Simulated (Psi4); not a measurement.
## P$_{2}$H$_{4}$ (charge +1): single-point calculation (part 2 of 2)

The same run, continued: P$_{2}$H$_{4}$, charge +1, multiplicity 2; CCSD(T)/6-31G*, UHF (Psi4 1.11). The geometry is that of the parent species in another charge or spin state. The geometry comes from this level: PBE0-D4/def2-TZVP.

Geometry of the input (Å):
```
P  0.3651  -1.0488  -0.0823
P  -0.3652  1.0491  0.0781
H  -0.4970  -1.5216  0.9450
H  -0.5721  -1.3929  -1.0949
H  0.5028  1.5246  -0.9429
H  0.5664  1.3896  1.0970
```

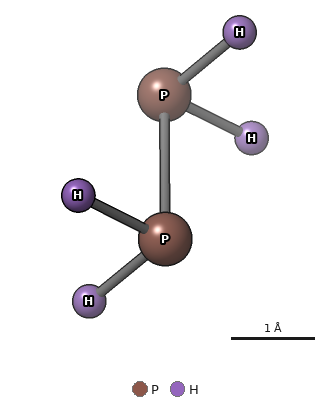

Fig. 1: The structure (ball-and-stick view, seen at a tilt).

The program's output, continued:
```
	IRREP	# MOs	# FZDC	# DOCC	# SOCC	# VIRT	# FZVR
	-----	-----	------	------	------	------	------
	 A	   44	    10	    6	    1	    27	    0
	Transforming integrals...
	IWL integrals will be deleted.
	(OO|OO)...
	Presorting SO-basis two-electron integrals.
	Sorting File: SO Ints (nn|nn) nbuckets = 1
	Constructing frozen core operators
	Starting AA/AB first half-transformation.
	Sorting AA/AB half-transformed integrals.
	Starting BB first half-transformation.
	Sorting BB half-transformed integrals.
	First half integral transformation complete.
	Starting AA second half-transformation.
	Starting AB second half-transformation.
	Starting BB second half-transformation.
	Two-electron integral transformation complete.
	(OO|OV)...
	Starting AA second half-transformation.
	Starting AB second half-transformation.
	Starting BB second half-transformation.
	Two-electron integral transformation complete.
	(OO|VV)...
	Starting AA second half-transformation.
	Starting AB second half-transformation.
	Starting BB second half-transformation.
	Two-electron integral transformation complete.
	(OV|OO)...
	Starting AA/AB first half-transformation.
	Sorting AA/AB half-transformed integrals.
	Starting BB first half-transformation.
	Sorting BB half-transformed integrals.
	First half integral transformation complete.
	Starting AA second half-transformation.
	Starting AB second half-transformation.
	Starting BB second half-transformation.
	Two-electron integral transformation complete.
	(OV|OV)...
	Starting AA second half-transformation.
	Starting AB second half-transformation.
	Starting BB second half-transformation.
	Two-electron integral transformation complete.
	(OV|VV)...
	Starting AA second half-transformation.
	Starting AB second half-transformation.
	Starting BB second half-transformation.
	Two-electron integral transformation complete.
	(VV|OO)...
	Starting AA/AB first half-transformation.
	Sorting AA/AB half-transformed integrals.
	Starting BB first half-transformation.
	Sorting BB half-transformed integrals.
	First half integral transformation complete.
	Starting AA second half-transformation.
	Starting AB second half-transformation.
	Starting BB second half-transformation.
	Two-electron integral transformation complete.
	(VV|OV)...
	Starting AA second half-transformation.
	Starting AB second half-transformation.
	Starting BB second half-transformation.
	Two-electron integral transformation complete.
	(VV|VV)...
	Starting AA second half-transformation.
	Starting AB second half-transformation.
	Starting BB second half-transformation.
	Two-electron integral transformation complete.
	Frozen core energy     =   -738.86705417697203

	Size of irrep 0 of <AB|CD> integrals:      0.123 (MW) /      0.986 (MB)
	Total:                                     0.123 (MW) /      0.986 (MB)

	Size of irrep 0 of <ab|cd> integrals:      0.143 (MW) /      1.143 (MB)
	Total:                                     0.143 (MW) /      1.143 (MB)

	Size of irrep 0 of <Ab|Cd> integrals:      0.572 (MW) /      4.572 (MB)
	Total:                                     0.572 (MW) /      4.572 (MB)

	Size of irrep 0 of <IA|BC> integrals:      0.138 (MW) /      1.102 (MB)
	Total:                                     0.138 (MW) /      1.102 (MB)

	Size of irrep 0 of <ia|bc> integrals:      0.132 (MW) /      1.054 (MB)
	Total:                                     0.132 (MW) /      1.054 (MB)

	Size of irrep 0 of <Ia|Bc> integrals:      0.148 (MW) /      1.185 (MB)
	Total:                                     0.148 (MW) /      1.185 (MB)

	Size of irrep 0 of <iA|bC> integrals:      0.122 (MW) /      0.980 (MB)
	Total:                                     0.122 (MW) /      0.980 (MB)

	Size of irrep 0 of tIjAb amplitudes:       0.032 (MW) /      0.254 (MB)
	Total:                                     0.032 (MW) /      0.254 (MB)

	Nuclear Rep. energy          =     88.61905393314952
	SCF energy                   =   -683.43912804133765
	One-electron energy          =    -55.58539902388896
	Two-electron (AA) energy     =      5.40626926183207
	Two-electron (BB) energy     =      3.87463446768212
	Two-electron (AB) energy     =     13.11330742268103
	Two-electron energy          =     22.39421115219523
	Reference energy             =   -683.43918811551623

	total time  =          0 seconds =       0.00 minutes
            **************************
            *                        *
            *        CCENERGY        *
            *                        *
            **************************

    Nuclear Rep. energy (wfn)     =   88.619053933149516
    SCF energy          (wfn)     = -683.439128041337653
    Reference energy    (file100) = -683.439188115516231

    Input parameters:
    -----------------
    Wave function   =     CCSD_T
    Reference wfn   =     UHF
    Brueckner       =     No
    Memory (Mbytes) =     1600.0
    Maxiter         =    100
    R_Convergence   =     1.0e-07
    E_Convergence   =     1.0e-06
    Restart         =     Yes
    DIIS            =     Yes
    AO Basis        =     NONE
    ABCD            =     NEW
    Cache Level     =     2
    Cache Type      =     LRU
    Print Level     =     1
    Num. of threads =     1
    # Amps to Print =     10
    Print MP2 Amps? =     No
    Analyze T2 Amps =     No
    Print Pair Ener =     No
    Local CC        =     No
    SCS-MP2         =     False
    SCSN-MP2        =     False
    SCS-CCSD        =     False

MP2 correlation energy -0.1859042646160090
                Solving CC Amplitude Equations
                ------------------------------
  Iter             Energy              RMS        T1Diag      D1Diag    New D1Diag    D2Diag
  ----     ---------------------    ---------   ----------  ----------  ----------   --------
     0        -0.185904264616009    0.000e+00    0.000000    0.000000    0.000000    0.000000
     1        -0.215261799063002    8.307e-02    0.015181    0.000000    0.000000    0.000000
     2        -0.229049544983385    3.554e-02    0.024651    0.000000    0.000000    0.000000
     3        -0.230684620868875    1.567e-02    0.029804    0.000000    0.000000    0.000000
     4        -0.230670875512157    8.248e-03    0.033745    0.000000    0.000000    0.000000
     5        -0.230729604841171    3.836e-03    0.035652    0.000000    0.000000    0.000000
     6        -0.230741618549288    1.636e-03    0.036194    0.000000    0.000000    0.000000
     7        -0.230757872265763    8.401e-04    0.036452    0.000000    0.000000    0.000000
     8        -0.230760478896848    3.330e-04    0.036556    0.000000    0.000000    0.000000
     9        -0.230755227720048    1.007e-04    0.036563    0.000000    0.000000    0.000000
    10        -0.230755387676117    3.427e-05    0.036570    0.000000    0.000000    0.000000
    11        -0.230755025914448    1.171e-05    0.036571    0.000000    0.000000    0.000000
    12        -0.230755203407799    4.027e-06    0.036571    0.000000    0.000000    0.000000
    13        -0.230755136846555    1.380e-06    0.036571    0.000000    0.000000    0.000000
    14        -0.230755100966146    4.478e-07    0.036571    0.000000    0.000000    0.000000
    15        -0.230755096105752    1.507e-07    0.036571    0.000000    0.000000    0.000000
    16        -0.230755099386996    5.936e-08    0.036571    0.000000    0.000000    0.000000

    Iterations converged.

    Largest TIA Amplitudes:
              4   0         0.0442656611
              2   2         0.0211591563
              5   3        -0.0180280894
              3   1         0.0146526992
              5  15        -0.0138305460
              1   0         0.0100458527
              4  10         0.0097720695
              4  14        -0.0090449952
              4  12         0.0080941931
              1  12         0.0072718939

    Largest Tia Amplitudes:
              4   0        -0.0824061604
              5   1        -0.0604601691
              5  11        -0.0242910500
              2   3         0.0177683765
              5   5         0.0146841291
              1   1        -0.0135368241
              1   5         0.0134749356
              5   8         0.0126969586
              3   2         0.0125080244
              0   4         0.0101264406

    Largest TIJAB Amplitudes:
      4   2  16   1        -0.0127011316
      6   5   7   0        -0.0125331880
      6   5  12   0         0.0117832880
      5   1   5   0         0.0113339057
      6   5  14   0        -0.0113295942
      6   5  13   2        -0.0113096528
      4   3  16   2        -0.0112296927
      6   3  18   2        -0.0108263830
      4   3  18   1        -0.0106347015
      5   3  13   0         0.0106081476

    Largest Tijab Amplitudes:
      5   4   1   0         0.0413656045
      5   4  11   0         0.0200550032
      5   2   2   0         0.0177184545
      5   4   8   0         0.0152061561
      5   1   4   0         0.0151571662
      5   3   7   0         0.0147281338
      5   3  14   0         0.0114711781
      4   1   1   0        -0.0111936332
      5   0  13   0         0.0109426016
      5   2  17   2        -0.0106828270

    Largest TIjAb Amplitudes:
      5   5   0   0        -0.0669985201
      6   5   0   0         0.0632604432
      5   4   0   1        -0.0390427523
      3   3   2   3        -0.0365173534
      6   5   7   0        -0.0357050248
      4   5   1   2        -0.0353216671
      4   5   0   1        -0.0304535632
      2   2   2   3        -0.0293922604
      5   5  10   0        -0.0290597434
      6   5   2   2        -0.0289534083

    SCF energy       (wfn)                    = -683.439128041337653
    Reference energy (file100)                = -683.439188115516231

    Opposite-spin MP2 correlation energy      =   -0.150365915611619
    Same-spin MP2 correlation energy          =   -0.035538349004390
    Singles MP2 correlation energy            =   -0.000000000000000
    MP2 correlation energy                    =   -0.185904264616009
      * MP2 total energy                      = -683.625092380132287

    Opposite-spin CCSD correlation energy     =   -0.193384789388741
    Same-spin CCSD correlation energy         =   -0.037370309998255
    Singles CCSD correlation energy           =    0.000000000000000
    CCSD correlation energy                   =   -0.230755099386996
      * CCSD total energy                     = -683.669943214903242

            **************************
            *                        *
            *        CCTRIPLES       *
            *                        *
            **************************

    Wave function   =    CCSD_T
    Reference wfn   =      UHF

    Nuclear Rep. energy (wfn)                =   88.619053933149516
    SCF energy          (wfn)                = -683.439128041337653
    Reference energy    (file100)            = -683.439188115516231
    CCSD energy         (file100)            =   -0.230755099386996
    Total CCSD energy   (file100)            = -683.669943214903242

    Number of ijk index combinations:
    Spin Case AAA:                                  35
    Spin Case BBB:                                  20
    Spin Case AAB:                                 126
    Spin Case ABB:                                 105
    AAA (T) energy                             =   -0.000103097777736
    BBB (T) energy                             =   -0.000136023015743
    AAB (T) energy                             =   -0.003952128976388
    ABB (T) energy                             =   -0.003605720349295
    (T) energy                                   =   -0.007796970119163
      * CCSD(T) total energy                     = -683.677740185022344
```

Standard output:
```
total energy -683.67774019 hartree = -18603.81889 eV
```

Key numbers:

- outcome: converged
- total energy: −683.677740 hartree
- SCF energy: −683.439128 hartree
- MP2 energy: −683.625092 hartree
- CCSD energy: −683.669943 hartree
- correlation energy: −0.238552 hartree
- (T) correction: −0.007797 hartree
- basis functions: 44
- T1 diagnostic: 0.037
- ⟨S²⟩: 0.819
- wall time: 6.9 s
- peak memory: 0.21 GiB
